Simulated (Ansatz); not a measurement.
```json
{"atom": "C", "x (Å)": "-0.5554", "y (Å)": "-1.2105", "z (Å)": "0.8124"}
{"atom": "C", "x (Å)": "-0.0088", "y (Å)": "-0.2710", "z (Å)": "-0.2396"}
{"atom": "C", "x (Å)": "1.5028", "y (Å)": "-0.3560", "z (Å)": "-0.3072"}
{"atom": "N", "x (Å)": "-0.6925", "y (Å)": "-0.5363", "z (Å)": "-1.4922"}
{"atom": "Si", "x (Å)": "-0.6166", "y (Å)": "1.4852", "z (Å)": "0.1064"}
{"atom": "O", "x (Å)": "0.1981", "y (Å)": "2.2512", "z (Å)": "1.3527"}
{"atom": "H", "x (Å)": "-0.1450", "y (Å)": "-0.9838", "z (Å)": "1.8204"}
{"atom": "H", "x (Å)": "-0.2705", "y (Å)": "-2.2648", "z (Å)": "0.5726"}
{"atom": "H", "x (Å)": "-1.6652", "y (Å)": "-1.1605", "z (Å)": "0.8574"}
{"atom": "H", "x (Å)": "1.9086", "y (Å)": "0.2999", "z (Å)": "-1.1100"}
{"atom": "H", "x (Å)": "1.8309", "y (Å)": "-1.4016", "z (Å)": "-0.5210"}
{"atom": "H", "x (Å)": "1.9712", "y (Å)": "-0.0301", "z (Å)": "0.6485"}
{"atom": "H", "x (Å)": "-0.2252", "y (Å)": "-0.0601", "z (Å)": "-2.2766"}
{"atom": "H", "x (Å)": "-0.7133", "y (Å)": "-1.5462", "z (Å)": "-1.7081"}
{"atom": "H", "x (Å)": "-0.3279", "y (Å)": "2.3124", "z (Å)": "-1.1180"}
{"atom": "H", "x (Å)": "-2.0983", "y (Å)": "1.4183", "z (Å)": "0.3895"}
{"atom": "H", "x (Å)": "-0.1120", "y (Å)": "2.0532", "z (Å)": "2.2532"}
```

These are results of RKS LDA/def2-SVP (Ansatz 0.2.0), not measurements.

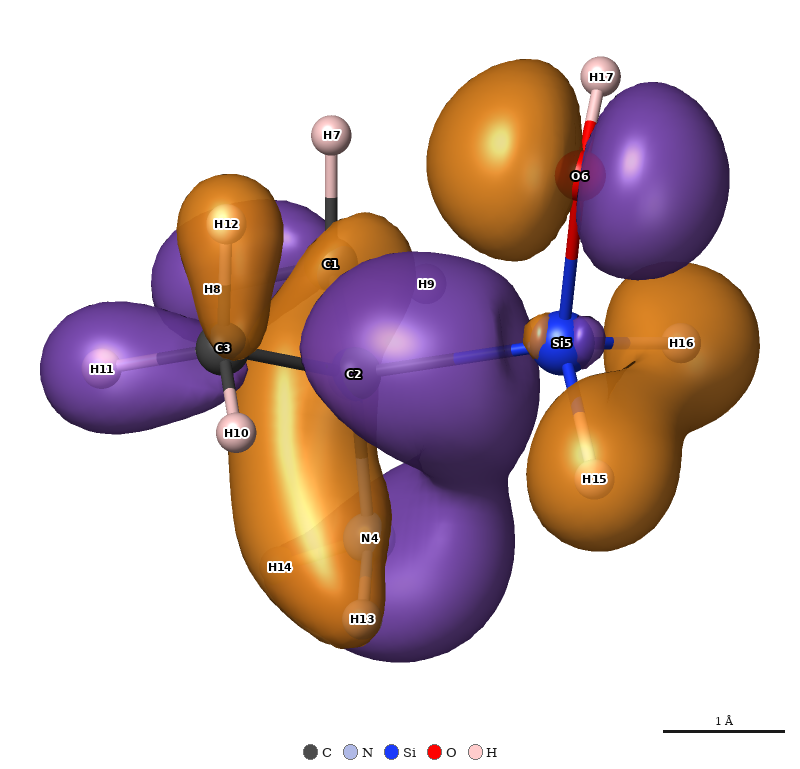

C₃H₁₁NOSi. The HOMO−1 at ±0.1 Å⁻³ᐟ² (orange and purple are the two phases), seen at an oblique angle.

What is the character of this orbital?

It lies mainly on O6 (about 25 %), N4 (about 20 %), C2 (about 15 %) and Si5 (about 10 %). Its energy is −6.56 eV.
